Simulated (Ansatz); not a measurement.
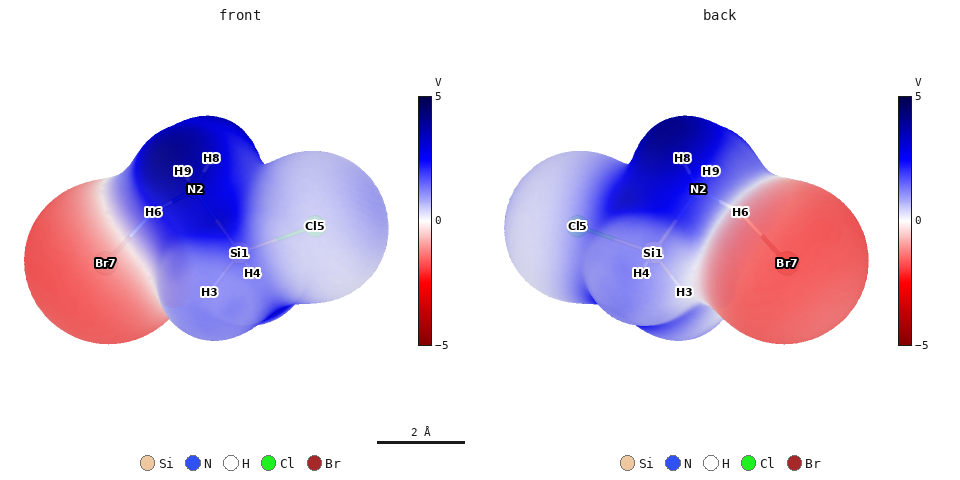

Figure. BrClH$_{5}$NSi. The electrostatic potential painted on the density surface at 0.004 e/bohr³, seen from the front and from behind; the colour scale runs from red (negative) to blue (positive).

A transition-state structure; geometry: PBE0-D4/def2-TZVP.

These are results of Ansatz, RKS PBE0-D4/def2-TZVPP, not measurements.

```yaml
atoms:
  - { symbol: Si, position_ang: [-0.7550, 0.0676, -0.6335] }
  - { symbol: N, position_ang: [0.4564, -0.5683, 0.5341] }
  - { symbol: H, position_ang: [-1.5608, 1.0612, 0.0860] }
  - { symbol: H, position_ang: [-0.0110, 0.5185, -1.8157] }
  - { symbol: Cl, position_ang: [-1.9591, -1.5054, -1.1658] }
  - { symbol: H, position_ang: [1.0770, 0.4701, 0.7372] }
  - { symbol: Br, position_ang: [1.6057, 2.1401, 0.6933] }
  - { symbol: H, position_ang: [1.0806, -1.2746, 0.1564] }
  - { symbol: H, position_ang: [0.0663, -0.9089, 1.4079] }
```

> Which sites attract a positive test charge, and which a negative one?

A positive charge is drawn to the negative regions and a negative charge to the positive ones. The most negative region (about −1.7 V) lies over Br7, the most positive (about +4.1 V) over H8 and H9. Cl5 shows a σ-hole: about +0.9 V at the tip opposite its bond, against about +0.4 V on its flanks.
